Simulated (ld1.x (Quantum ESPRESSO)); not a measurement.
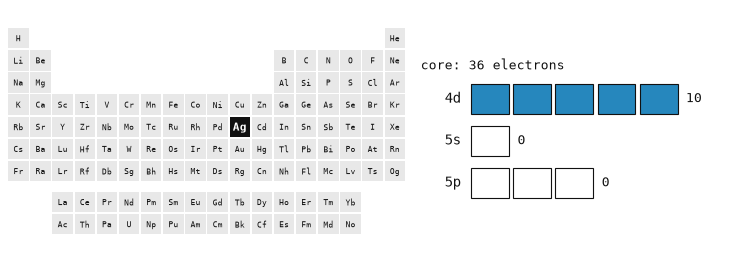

Left, the place of silver in the periodic table; right, the valence shells of the reference configuration: a box for each of the 2l + 1 orbitals, shaded by the share of the shell that is filled, with the electron count at the right.

# Run report: Ag, pseudopotential generation (part 1 of 2)

Silver (Ag, Z = 47), core [Kr], reference valence 4d10 5s0 5p0 (an ion of charge +1), valence charge 11. Level asked for: RRKJ potential, LDA (PZ), fully relativistic, made with ld1.x (Quantum ESPRESSO) 7.5.

Input file:
```
 &input
   title='Ag', zed=47., rel=2, dft='PZ', iswitch=3,
   config='[Kr] 4d10 4f-2 5s0 5p0', rel_dist='average',
   nld=7, rlderiv=3.30, eminld=-3.0, emaxld=5.0, deld=0.02
 /
 &inputp
   pseudotype=2, tm=.false., rho0=0.01, lloc=-2, rcloc=1.65,
   nlcc=.true., new_core_ps=.true., rcore=1.25,
   file_pseudopw='Ag.UPF', file_wfcaegen='ae.wfc', file_wfcncgen='nc.wfc', file_beta='beta', file_chi='chi'
 /
4
5S  1  0   0.00   0.00  1.75  1.75  0.0
5P  2  1   0.00   0.00  3.05  3.05  0.0
4D  3  2  10.00   0.00  1.45  1.45  0.0
4F  4  3  -2.00   0.50  2.80  2.80  0.0
 &test
   configts(1)='4d10 5s0 5p0'
 /
```

Launched with:
```bash
ld1.x < Ag.in > Ag.out
```

The program's output:
```
     Program LD1 v.7.5
     --------------------------- All-electron run ----------------------------

     Ag
     dirac relativistic calculation

     atomic number is 47.00
     dft =PZ   lsd =0 sic =0 latt =0  beta=0.20 tr2=1.0E-14
     Exchange-correlation= PZ
                           (   1   1   0   0   0   0   0)
     mesh =1237 r(mesh) =  99.46963 a.u. xmin = -7.00 dx = 0.01250
     1 Ry =  13.60569312 eV, c = 137.03599908

     n l j   nl                  e(Ry)          e(Ha)          e(eV)
     Spin orbit split results
     1 0 0.5 1S 1( 2.00)     -1858.9581      -929.4790    -25292.4132
     2 0 0.5 2S 1( 2.00)      -274.2136      -137.1068     -3730.8663
     2 1 0.5 2P 1( 2.00)      -255.0208      -127.5104     -3469.7349
     2 1 1.5 2P 1( 4.00)      -242.1538      -121.0769     -3294.6701
     3 0 0.5 3S 1( 2.00)       -50.7311       -25.3656      -690.2322
     3 1 0.5 3P 1( 2.00)       -43.0870       -21.5435      -586.2281
     3 1 1.5 3P 1( 4.00)       -40.8160       -20.4080      -555.3305
     4 0 0.5 4S 1( 2.00)        -7.5930        -3.7965      -103.3076
     4 1 0.5 4P 1( 2.00)        -5.1821        -2.5910       -70.5054
     4 1 1.5 4P 1( 4.00)        -4.8036        -2.4018       -65.3559
     3 2 1.5 3D 1( 4.00)       -27.2293       -13.6146      -370.4734
     3 2 2.5 3D 1( 6.00)       -26.7715       -13.3857      -364.2447
     4 2 1.5 4D 1( 4.00)        -1.1954        -0.5977       -16.2644
     4 2 2.5 4D 1( 6.00)        -1.1534        -0.5767       -15.6929
     5 0 0.5 5S 1( 0.00)        -0.8545        -0.4272       -11.6260
     5 1 0.5 5P 1( 0.00)        -0.4867        -0.2434        -6.6221
     5 1 1.5 5P 1( 0.00)        -0.4653        -0.2326        -6.3303
     Averaged results
     1 0     1S 1( 2.00)     -1858.9581      -929.4790    -25292.4132
     2 0     2S 1( 2.00)      -274.2136      -137.1068     -3730.8663
     2 1     2P 1( 6.00)      -246.4428      -123.2214     -3353.0251
     3 0     3S 1( 2.00)       -50.7311       -25.3656      -690.2322
     3 1     3P 1( 6.00)       -41.5730       -20.7865      -565.6297
     4 0     4S 1( 2.00)        -7.5930        -3.7965      -103.3076
     4 1     4P 1( 6.00)        -4.9297        -2.4649       -67.0724
     3 2     3D 1(10.00)       -26.9546       -13.4773      -366.7362
     4 2     4D 1(10.00)        -1.1702        -0.5851       -15.9215
     5 0     5S 1( 0.00)        -0.8545        -0.4272       -11.6260
     5 1     5P 1( 0.00)        -0.4724        -0.2362        -6.4276

     final scf error:  6.1E-15 reached in  28 iterations

     Etot =  -10624.076885 Ry,   -5312.038443 Ha, -144547.929814 eV

     Ekin =   11115.603019 Ry,    5557.801509 Ha,  151235.483552 eV
     Encl =  -25747.355332 Ry,  -12873.677666 Ha, -350310.615373 eV
     Eh   =    4296.232510 Ry,    2148.116255 Ha,   58453.221114 eV
     Exc  =    -288.557082 Ry,    -144.278541 Ha,   -3926.019106 eV

     normalization and overlap integrals

     s(1S/1S) =  1.000000  <r> =   0.0311  <r2> =    0.0013  r(max) =   0.0202
     s(2S/2S) =  1.000000  <r> =   0.1347  <r2> =    0.0214  r(max) =   0.1136
     s(2P/2P) =  1.000000  <r> =   0.1142  <r2> =    0.0160  r(max) =   0.0885
     s(2P/2P) =  1.000000  <r> =   0.1192  <r2> =    0.0173  r(max) =   0.0930
     s(3S/3S) =  1.000000  <r> =   0.3690  <r2> =    0.1559  r(max) =   0.3328
     s(3P/3P) =  1.000000  <r> =   0.3605  <r2> =    0.1512  r(max) =   0.3206
     s(3P/3P) =  1.000000  <r> =   0.3714  <r2> =    0.1603  r(max) =   0.3287
     s(4S/4S) =  1.000000  <r> =   0.9117  <r2> =    0.9435  r(max) =   0.8186
     s(4P/4P) =  1.000000  <r> =   0.9791  <r2> =    1.1010  r(max) =   0.8606
     s(4P/4P) =  1.000000  <r> =   1.0115  <r2> =    1.1755  r(max) =   0.8824
     s(3D/3D) =  1.000000  <r> =   0.3440  <r2> =    0.1411  r(max) =   0.2725
     s(3D/3D) =  1.000000  <r> =   0.3475  <r2> =    0.1439  r(max) =   0.2759
     s(4D/4D) =  1.000000  <r> =   1.3763  <r2> =    2.3196  r(max) =   1.0252
     s(4D/4D) =  1.000000  <r> =   1.3987  <r2> =    2.3989  r(max) =   1.0381
     s(5S/5S) =  1.000000  <r> =   2.7767  <r2> =    8.7707  r(max) =   2.3393
     s(5P/5P) =  1.000000  <r> =   3.5300  <r2> =   14.3257  r(max) =   2.9296
     s(5P/5P) =  1.000000  <r> =   3.6452  <r2> =   15.2649  r(max) =   3.0037

     ------------------------ End of All-electron run ------------------------

     --------------------- Generating NC pseudopotential ---------------------

      Generating local potential from pseudized AE potential:
      Matching radius rcloc =   1.6500
      Enforcing V''(0)=0 (lloc=-2)

      Local pseudo, rcloc= 1.648 Estimated cut-off energy=    11.95 Ry

      Computing core charge for nlcc:

       r > 1.25 : true rho core
      Core charge pseudized with two Bessel functions
      Integrated core pseudo-charge :  12.05

     Fully relativistic calculation: |psi|^2

     Wfc 5S LC norm =  0.99995038 SC norm =  0.00004834 missing  0.00000128

     Wfc 5P LC norm =  0.99997016 SC norm =  0.00002966 missing  0.00000019

     Wfc 5P LC norm =  0.99997186 SC norm =  0.00002518 missing  0.00000296

     Wfc 4D LC norm =  0.99978805 SC norm =  0.00021193 missing  0.00000002

     Wfc 4D LC norm =  0.99979386 SC norm =  0.00020595 missing  0.00000019

      Wfc   5S  rcut= 1.733  Estimated cut-off energy=       38.93 Ry
      Using 4 Bessel functions for this wfc, rho(0) = 0.010
     l=   0 Node at 0.00001940
     l=   0 Node at 0.00001965
     l=   0 Node at 0.00001989
     l=   0 Node at 0.00002014
     l=   0 Node at 0.00002040
     l=   0 Node at 0.00002065
     l=   0 Node at 0.00002091
     l=   0 Node at 0.00002118
     l=   0 Node at 0.00002144
     l=   0 Node at 0.00002171
     l=   0 Node at 0.00002199
     l=   0 Node at 0.00002226
     l=   0 Node at 0.00002254
     l=   0 Node at 0.00002283
     l=   0 Node at 0.00002311
     l=   0 Node at 0.00002340
     l=   0 Node at 0.00002370
     l=   0 Node at 0.00002400
     l=   0 Node at 0.00002430
     l=   0 Node at 0.00002460
     l=   0 Node at 0.00002491
     l=   0 Node at 0.00002523
     l=   0 Node at 0.00002554
     l=   0 Node at 0.00002586
     l=   0 Node at 0.00002619
     l=   0 Node at 0.00002652
     l=   0 Node at 0.00002685
     l=   0 Node at 0.00002719
     l=   0 Node at 0.00002753
     l=   0 Node at 0.00002788
     l=   0 Node at 0.00002823
     l=   0 Node at 0.00002858
     l=   0 Node at 0.00002894
     l=   0 Node at 0.00002931
     l=   0 Node at 0.00002968
     l=   0 Node at 0.00003005
     l=   0 Node at 0.00003043
     l=   0 Node at 0.00003081
     l=   0 Node at 0.00003120
     l=   0 Node at 0.00003159
     l=   0 Node at 0.00003199
     l=   0 Node at 0.00003239
     l=   0 Node at 0.00003280
     l=   0 Node at 0.00003321
     l=   0 Node at 0.00003363
     l=   0 Node at 0.00003405
     l=   0 Node at 0.00003448
     l=   0 Node at 0.00003491
     l=   0 Node at 0.00003535
     l=   0 Node at 0.00003580
     l=   0 Node at 0.00003625
     l=   0 Node at 0.00003670
     l=   0 Node at 0.00003716
     l=   0 Node at 0.00003763
     l=   0 Node at 0.00003811
     l=   0 Node at 0.00003858
     l=   0 Node at 0.00003907
     l=   0 Node at 0.00003956
     l=   0 Node at 0.00004006
     l=   0 Node at 0.00004056
     l=   0 Node at 0.00004107
     l=   0 Node at 0.00004159
     l=   0 Node at 0.00004211
     l=   0 Node at 0.00004264
     l=   0 Node at 0.00004318
     l=   0 Node at 0.00004372
     l=   0 Node at 0.00004427
     l=   0 Node at 0.00004483
     l=   0 Node at 0.00004539
     l=   0 Node at 0.00004596
     l=   0 Node at 0.00004654
     l=   0 Node at 0.00004713
     l=   0 Node at 0.00004772
     l=   0 Node at 0.00004832
     l=   0 Node at 0.00004893
     l=   0 Node at 0.00004954
     l=   0 Node at 0.00005017
     l=   0 Node at 0.00005080
     l=   0 Node at 0.00005144
     l=   0 Node at 0.00005208
     l=   0 Node at 0.00005274
     l=   0 Node at 0.00005340
     l=   0 Node at 0.00005407
     l=   0 Node at 0.00005475
     l=   0 Node at 0.00005544
     l=   0 Node at 0.00005614
     l=   0 Node at 0.00005685
     l=   0 Node at 0.00005756
     l=   0 Node at 0.00005829
     l=   0 Node at 0.00005902
     l=   0 Node at 0.00005976
     l=   0 Node at 0.00006051
     l=   0 Node at 0.00006127
     l=   0 Node at 0.00006205
     l=   0 Node at 0.00006283
     l=   0 Node at 0.00006362
     l=   0 Node at 0.00006442
     l=   0 Node at 0.00006523
     l=   0 Node at 0.00006605
     l=   0 Node at 0.00006688
     l=   0 Node at 0.00006772
     l=   0 Node at 0.00006857
     l=   0 Node at 0.00006943
     l=   0 Node at 0.00007031
     l=   0 Node at 0.00007119
     l=   0 Node at 0.00007209
     l=   0 Node at 0.00007299
     l=   0 Node at 0.00007391
     l=   0 Node at 0.00007484
     l=   0 Node at 0.00007578
     l=   0 Node at 0.00007674
     l=   0 Node at 0.00007770
     l=   0 Node at 0.00007868
     l=   0 Node at 0.00007967
     l=   0 Node at 0.00008067
     l=   0 Node at 0.00008168
     l=   0 Node at 0.00008271
     l=   0 Node at 0.00008375
     l=   0 Node at 0.00008481
     l=   0 Node at 0.00008587
     l=   0 Node at 0.00008695
     l=   0 Node at 0.00008805
     l=   0 Node at 0.00008915
     l=   0 Node at 0.00009028
     l=   0 Node at 0.00009141
     l=   0 Node at 0.00009256
     l=   0 Node at 0.00009372
     l=   0 Node at 0.00009490
     l=   0 Node at 0.00009610
     l=   0 Node at 0.00009731
     l=   0 Node at 0.00009853
     l=   0 Node at 0.00009977
     l=   0 Node at 0.00010102
     l=   0 Node at 0.00010230
     l=   0 Node at 0.00010358
     l=   0 Node at 0.00010488
     l=   0 Node at 0.00010620
     l=   0 Node at 0.00010754
     l=   0 Node at 0.00010889
     l=   0 Node at 0.00011026
     l=   0 Node at 0.00011165
     l=   0 Node at 0.00011305
     l=   0 Node at 0.00011448
     l=   0 Node at 0.00011592
     l=   0 Node at 0.00011737
     l=   0 Node at 0.00011885
     l=   0 Node at 0.00012035
     l=   0 Node at 0.00012186
     l=   0 Node at 0.00012339
     l=   0 Node at 0.00012494
     l=   0 Node at 0.00012652
     l=   0 Node at 0.00012811
     l=   0 Node at 0.00012972
     l=   0 Node at 0.00013135
     l=   0 Node at 0.00013300
     l=   0 Node at 0.00013467
     l=   0 Node at 0.00013637
     l=   0 Node at 0.00013808
     l=   0 Node at 0.00013982
     l=   0 Node at 0.00014158
     l=   0 Node at 0.00014336
     l=   0 Node at 0.00014516
     l=   0 Node at 0.00014699
     l=   0 Node at 0.00014884
     l=   0 Node at 0.00015071
     l=   0 Node at 0.00015261
     l=   0 Node at 0.00015453
     l=   0 Node at 0.00015647
     l=   0 Node at 0.00015844
     l=   0 Node at 0.00016043
     l=   0 Node at 0.00016245
     l=   0 Node at 0.00016449
     l=   0 Node at 0.00016656
     l=   0 Node at 0.00016866
     l=   0 Node at 0.00017078
     l=   0 Node at 0.00017293
     l=   0 Node at 0.00017510
     l=   0 Node at 0.00017730
     l=   0 Node at 0.00017953
     l=   0 Node at 0.00018179
     l=   0 Node at 0.00018408
     l=   0 Node at 0.00018639
     l=   0 Node at 0.00018874
     l=   0 Node at 0.00019111
     l=   0 Node at 0.00019352
     l=   0 Node at 0.00019595
     l=   0 Node at 0.00019842
     l=   0 Node at 0.00020091
     l=   0 Node at 0.00020344
     l=   0 Node at 0.00020600
     l=   0 Node at 0.00020859
     l=   0 Node at 0.00021121
     l=   0 Node at 0.00021387
     l=   0 Node at 0.00021656
     l=   0 Node at 0.00021928
     l=   0 Node at 0.00022204
     l=   0 Node at 0.00022483
     l=   0 Node at 0.00022766
     l=   0 Node at 0.00023053
     l=   0 Node at 0.00023343
     l=   0 Node at 0.00023636
     l=   0 Node at 0.00023933
     l=   0 Node at 0.00024235
     l=   0 Node at 0.00024539
     l=   0 Node at 0.00024848
     l=   0 Node at 0.00025161
     l=   0 Node at 0.00025477
     l=   0 Node at 0.00025798
     l=   0 Node at 0.00026122
     l=   0 Node at 0.00026451
     l=   0 Node at 0.00026783
     l=   0 Node at 0.00027120
     l=   0 Node at 0.00027461
     l=   0 Node at 0.00027807
     l=   0 Node at 0.00028156
     l=   0 Node at 0.00028511
     l=   0 Node at 0.00028869
     l=   0 Node at 0.00029232
     l=   0 Node at 0.00029600
     l=   0 Node at 0.00029972
     l=   0 Node at 0.00030349
     l=   0 Node at 0.00030731
     l=   0 Node at 0.00031118
     l=   0 Node at 0.00031509
     l=   0 Node at 0.00031905
     l=   0 Node at 0.00032307
     l=   0 Node at 0.00032713
     l=   0 Node at 0.00033125
     l=   0 Node at 0.00033541
     l=   0 Node at 0.00033963
     l=   0 Node at 0.00034390
     l=   0 Node at 0.00034823
     l=   0 Node at 0.00035261
     l=   0 Node at 0.00035705
     l=   0 Node at 0.00036154
     l=   0 Node at 0.00036608
     l=   0 Node at 0.00037069
     l=   0 Node at 0.00037535
     l=   0 Node at 0.00038007
     l=   0 Node at 0.00038485
     l=   0 Node at 0.00038969
     l=   0 Node at 0.00039460
     l=   0 Node at 0.00039956
     l=   0 Node at 0.00040459
     l=   0 Node at 0.00040967
     l=   0 Node at 0.00041483
     l=   0 Node at 0.00042005
     l=   0 Node at 0.00042533
     l=   0 Node at 0.00043068
     l=   0 Node at 0.00043610
     l=   0 Node at 0.00044158
     l=   0 Node at 0.00044714
     l=   0 Node at 0.00045276
     l=   0 Node at 0.00045846
     l=   0 Node at 0.00046422
     l=   0 Node at 0.00047006
     l=   0 Node at 0.00047597
     l=   0 Node at 0.00048196
     l=   0 Node at 0.00048802
     l=   0 Node at 0.00049416
     l=   0 Node at 0.00050038
     l=   0 Node at 0.00050667
     l=   0 Node at 0.00051304
     l=   0 Node at 0.00051950
     l=   0 Node at 0.00052603
     l=   0 Node at 0.00053265
     l=   0 Node at 0.00053935
     l=   0 Node at 0.00054613
     l=   0 Node at 0.00055300
     l=   0 Node at 0.00055996
     l=   0 Node at 0.00056700
     l=   0 Node at 0.00057413
     l=   0 Node at 0.00058136
     l=   0 Node at 0.00058867
     l=   0 Node at 0.00059607
     l=   0 Node at 0.00060357
     l=   0 Node at 0.00061116
     l=   0 Node at 0.00061885
     l=   0 Node at 0.00062663
     l=   0 Node at 0.00063452
     l=   0 Node at 0.00064250
     l=   0 Node at 0.00065058
     l=   0 Node at 0.00065876
     l=   0 Node at 0.00066705
     l=   0 Node at 0.00067544
     l=   0 Node at 0.00068394
     l=   0 Node at 0.00069254
     l=   0 Node at 0.00070125
     l=   0 Node at 0.00071007
     l=   0 Node at 0.00071900
     l=   0 Node at 0.00072805
     l=   0 Node at 0.00073720
     l=   0 Node at 0.00074648
     l=   0 Node at 0.00075587
     l=   0 Node at 0.00076537
     l=   0 Node at 0.00077500
     l=   0 Node at 0.00078475
     l=   0 Node at 0.00079462
     l=   0 Node at 0.00080461
     l=   0 Node at 0.00081474
     l=   0 Node at 0.00082498
     l=   0 Node at 0.00083536
     l=   0 Node at 0.00084587
     l=   0 Node at 0.00085651
     l=   0 Node at 0.00086728
     l=   0 Node at 0.00087819
     l=   0 Node at 0.00088924
     l=   0 Node at 0.00090042
     l=   0 Node at 0.00091175
     l=   0 Node at 0.00092322
     l=   0 Node at 0.00093483
     l=   0 Node at 0.00094659
     l=   0 Node at 0.00095849
     l=   0 Node at 0.00097055
     l=   0 Node at 0.00098276
     l=   0 Node at 0.00099512
     l=   0 Node at 0.00100764
     l=   0 Node at 0.00102031
     l=   0 Node at 0.00103315
     l=   0 Node at 0.00104614
     l=   0 Node at 0.00105930
     l=   0 Node at 0.00107262
     l=   0 Node at 0.00108612
     l=   0 Node at 0.00109978
     l=   0 Node at 0.00111361
     l=   0 Node at 0.00112762
     l=   0 Node at 0.00114180
     l=   0 Node at 0.00115616
     l=   0 Node at 0.00117071
     l=   0 Node at 0.00118543
     l=   0 Node at 0.00120034
     l=   0 Node at 0.00121544
     l=   0 Node at 0.00123073
     l=   0 Node at 0.00124621
     l=   0 Node at 0.00126189
     l=   0 Node at 0.00127776
     l=   0 Node at 0.00129383
     l=   0 Node at 0.00131011
     l=   0 Node at 0.00132658
     l=   0 Node at 0.00134327
     l=   0 Node at 0.00136017
     l=   0 Node at 0.00137728
     l=   0 Node at 0.00139460
     l=   0 Node at 0.00141214
     l=   0 Node at 0.00142990
     l=   0 Node at 0.00144789
     l=   0 Node at 0.00146610
     l=   0 Node at 0.00148454
     l=   0 Node at 0.00150322
     l=   0 Node at 0.00152213
     l=   0 Node at 0.00154127
     l=   0 Node at 0.00156066
     l=   0 Node at 0.00158029
     l=   0 Node at 0.00160017
     l=   0 Node at 0.00162029
     l=   0 Node at 0.00164067
     l=   0 Node at 0.00166131
     l=   0 Node at 0.00168221
     l=   0 Node at 0.00170337
     l=   0 Node at 0.00172479
     l=   0 Node at 0.00174649
     l=   0 Node at 0.00176846
     l=   0 Node at 0.00179070
     l=   0 Node at 0.00181323
     l=   0 Node at 0.00183603
     l=   0 Node at 0.00185913
     l=   0 Node at 0.00188251
     l=   0 Node at 0.00190619
     l=   0 Node at 0.00193017
     l=   0 Node at 0.00195445
     l=   0 Node at 0.00197903
     l=   0 Node at 0.00200392
     l=   0 Node at 0.00202913
     l=   0 Node at 0.00205465
     l=   0 Node at 0.00208050
     l=   0 Node at 0.00210667
     l=   0 Node at 0.00213317
     l=   0 Node at 0.00216000
     l=   0 Node at 0.00218717
     l=   0 Node at 0.00221468
     l=   0 Node at 0.00224254
     l=   0 Node at 0.00227074
     l=   0 Node at 0.00229931
     l=   0 Node at 0.00232823
     l=   0 Node at 0.00235751
     l=   0 Node at 0.00238717
     l=   0 Node at 0.00241719
     l=   0 Node at 0.00244760
     l=   0 Node at 0.00247839
     l=   0 Node at 0.00250956
     l=   0 Node at 0.00254113
     l=   0 Node at 0.00257309
     l=   0 Node at 0.00260546
     l=   0 Node at 0.00263823
     l=   0 Node at 0.00267141
     l=   0 Node at 0.00270502
     l=   0 Node at 0.00273904
     l=   0 Node at 0.00277349
     l=   0 Node at 0.00280838
     l=   0 Node at 0.00284370
     l=   0 Node at 0.00287947
     l=   0 Node at 0.00291569
     l=   0 Node at 0.00295237
     l=   0 Node at 0.00298950
     l=   0 Node at 0.00302711
     l=   0 Node at 0.00306518
     l=   0 Node at 0.00310374
     l=   0 Node at 0.00314278
     l=   0 Node at 0.00318231
     l=   0 Node at 0.00322234
     l=   0 Node at 0.00326287
     l=   0 Node at 0.00330391
     l=   0 Node at 0.00334547
     l=   0 Node at 0.00338755
     l=   0 Node at 0.00343016
     l=   0 Node at 0.00347331
     l=   0 Node at 0.00351700
     l=   0 Node at 0.00356124
     l=   0 Node at 0.00360603
     l=   0 Node at 0.00365139
     l=   0 Node at 0.00369732
     l=   0 Node at 0.00374382
     l=   0 Node at 0.00379092
     l=   0 Node at 0.00383860
     l=   0 Node at 0.00388688
     l=   0 Node at 0.00393577
     l=   0 Node at 0.00398528
     l=   0 Node at 0.00403541
     l=   0 Node at 0.00408617
     l=   0 Node at 0.00413757
     l=   0 Node at 0.00418961
     l=   0 Node at 0.00424231
     l=   0 Node at 0.00429567
     l=   0 Node at 0.00434970
     l=   0 Node at 0.00440442
     l=   0 Node at 0.00445982
     l=   0 Node at 0.00451591
     l=   0 Node at 0.00457272
     l=   0 Node at 0.00463024
     l=   0 Node at 0.00468848
     l=   0 Node at 0.00474745
     l=   0 Node at 0.00480717
     l=   0 Node at 0.00486763
     l=   0 Node at 0.00492886
     l=   0 Node at 0.00499086
     l=   0 Node at 0.00505363
     l=   0 Node at 0.00511720
     l=   0 Node at 0.00518157
     l=   0 Node at 0.00524674
     l=   0 Node at 0.00531274
     l=   0 Node at 0.00537957
     l=   0 Node at 0.00544723
     l=   0 Node at 0.00551575
     l=   0 Node at 0.00558513
     l=   0 Node at 0.00565538
     l=   0 Node at 0.00572652
     l=   0 Node at 0.00579855
     l=   0 Node at 0.00587149
```

(Continued in part 2.) Outcome of the run: ended with an error.
